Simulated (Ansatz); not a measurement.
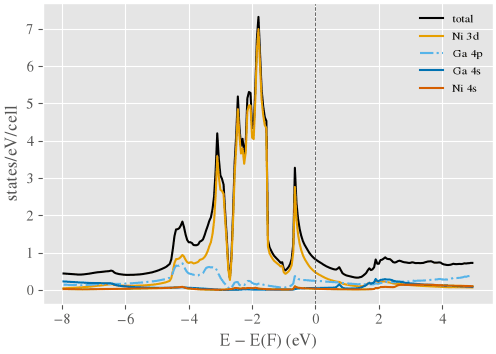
Fig. 1. Total and projected density of states of GaNi (CsCl type, Pm-3m), plane-wave PAW LDA (Ansatz code)

Q: Which orbitals carry the states next to the Fermi level?

A: Within 0.5 eV of the Fermi level: Ni 3d 61 %, Ga 4p 27 %, Ga 4s 6 %. Projections are on Löwdin-orthogonalised atomic valence shells; empty p or d shells of many metals are not among them.

Q: Where is the tallest occupied peak in this window, and what makes it?

A: Near -1.8 eV, about 7.3 states/eV per cell; the largest projected share is Ni 3d.

The workflow started from a Materials Project entry (that database holds measured and hypothetical structures alike); the Crystallography Open Database files this formula in space group No. 221, but the cells were not matched. Its standing as an ambient phase is unchecked. Symmetry was held in the LDA relaxation; of distortions, only those at the zone centre were tested. No spin polarisation was allowed. Scalar-relativistic: spin–orbit coupling is off unless named, which matters more the heavier the elements.

Potentials: the later of the program's two PAW sets.
